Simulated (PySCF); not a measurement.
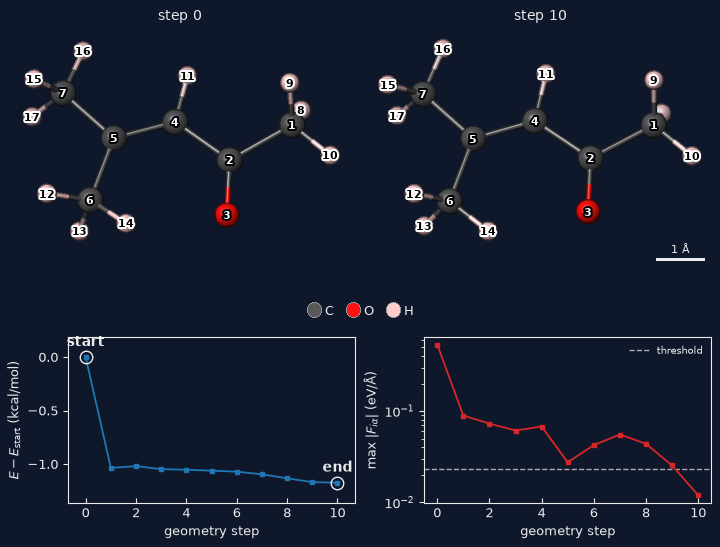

First and last geometry of a relaxation of C6H10O, with the history of the run. Style: ball-and-stick. Shown at a tilt.

The start comes from GFN2-xTB.

Theory: PBE0-D3(BJ)/def2-SVP geometry optimisation, gas phase (PySCF 2.14.0, density-fitted response routines). 

> What do the curves and the structures tell?

It converged. After 10 geometry steps the energy has fallen by 1.17 kcal/mol. Largest force component: 0.54 eV/Å at the start, 0.012 eV/Å at the end. The atom that moves furthest after the best rigid fit is H13 (0.34 Å). By element the largest moves are H 0.34 Å, O 0.19 Å, C 0.10 Å. Some distances before and after: C2–C4 1.465 → 1.482 Å, C4–H11 1.082 → 1.095 Å, C1–H10 1.086 → 1.097 Å, C4–C5 1.342 → 1.352 Å.
